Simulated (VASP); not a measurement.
Band structure of WS$_{2}$ (relaxed from the layer:2H-MoS2 structure). Level of theory: r2SCAN meta-GGA, VASP's PBE PAW potentials (set 64) (plane waves; VASP).

The cell holds a wide vacuum, so values per volume refer to the whole cell. Unless said otherwise, spin-orbit coupling is left out, though it shifts the bands of the heavy elements here.

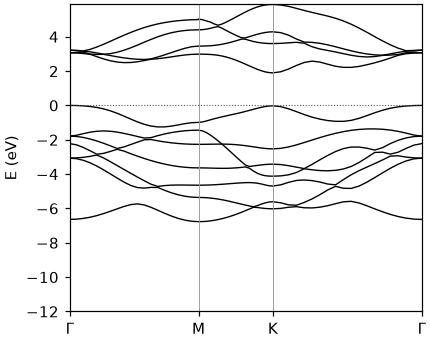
Figure. Bands along high-symmetry lines, zero at the valence-band maximum or, without a gap, the Fermi level

Task: Read the plot: is there a gap, and where are the band edges?

Result: The gap is indirect, 1.90 eV, from the valence maximum at Γ to the conduction minimum at K.

The cell is a sheet with vacuum, built from a generated structure.
